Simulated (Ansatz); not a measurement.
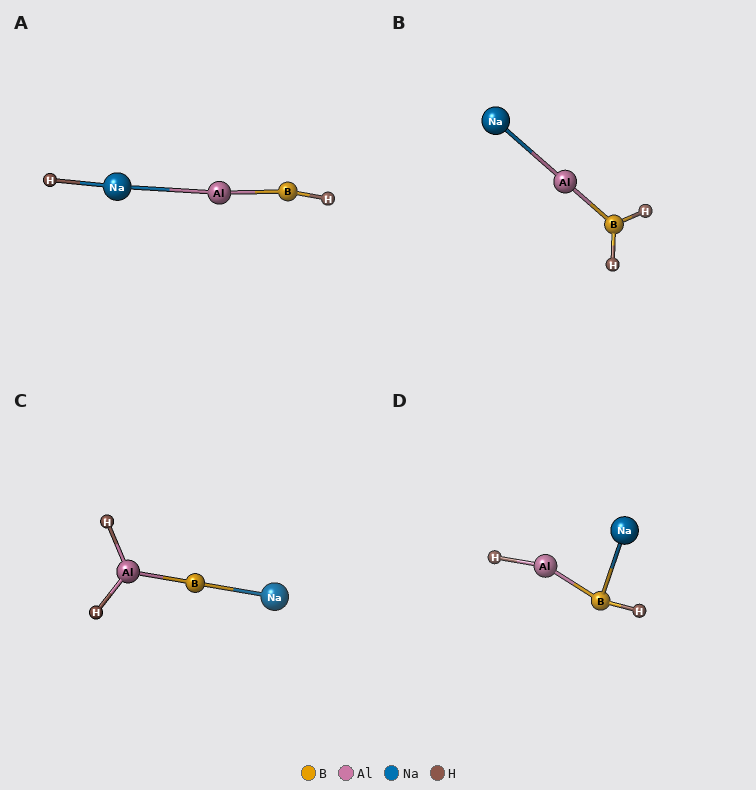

4 stationary structures of one formula. Charge 0, doublet. Geometries: PBE-D4/def2-SVP. Electronic energies: PBE-D4/def2-SVP (Ansatz 0.2.0), without zero-point energy. No frequency run is at hand to confirm each as a minimum.

### Rank them by energy, lowest first.

B is lowest; D lies 70.9 kJ/mol above it (Cs), C lies 184.6 kJ/mol above it, A lies 274.7 kJ/mol above it.

The determinant isn't a pure spin state (⟨S²⟩ up to 1.22).
